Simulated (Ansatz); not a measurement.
Partial pair distribution functions of a relaxed model of amorphous In$_{9}$Ga$_{9}$Zn$_{9}$O$_{38}$Ti, broadened by 0.06 Å; density 5.70 g/cm³. Computed with PBE, scalar-relativistic without spin-orbit coupling (plane waves to 420 eV, PAW; Ansatz, an electronic-structure program).

The cell was made by melting and quenching with the CHGNet potential and then relaxed with DFT. O atoms were pushed apart under 1.9 Å during the dynamics, to hinder bonds among them. The hot cell started wider than the set density and was brought back towards it in steps. It is the lowest in DFT energy of 2 quenches. It is a model cell: composition and starting density were chosen by hand, and all elements were melted together. No dispersion term was used. Its density started from a set value of 5.79 and ended at 5.70 g/cm³. The simulated quench (nominally 210 K/ps over its main leg) is rapid and tends to freeze in more defects than a deposited or slowly cooled glass has. One small periodic cell is one sample of the glass; other quenches scatter about these values. Volume and shape were free in the relaxation.

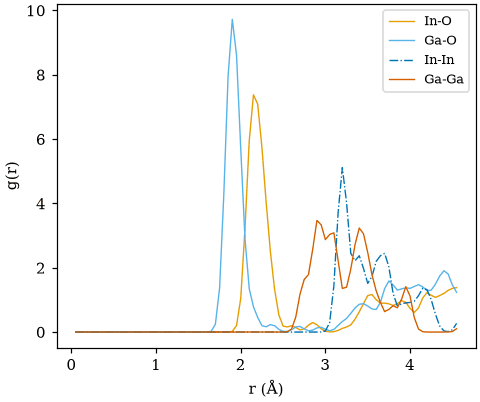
Fig. 1. Partial pair distribution functions

Highest peaks under 4.5 Å: In-O near 2.15 Å, Ga-O near 1.90 Å, In-In near 3.20 Å, Ga-Ga near 2.90 Å; pairs of few atoms are noisy.

Within 2.68 Å each In has 5.44 O neighbours on average.
